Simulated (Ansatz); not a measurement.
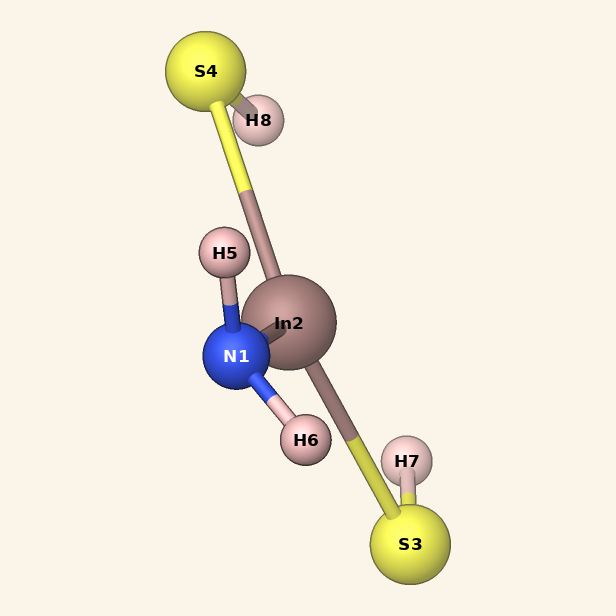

In2 lies behind N1. The molecule seen a little off the N1–In2 bond, N1 in front. Depth is shown by fading: the farther an atom, the more it takes the colour of the background. The computed structure is the end point of a PBE0-D4/def2-TZVP optimisation.

### What is the torsion angle H5–N1–In2–S3? The sign is positive where the front bond must turn clockwise to cover the back bond.

159°, antiperiplanar (anti).
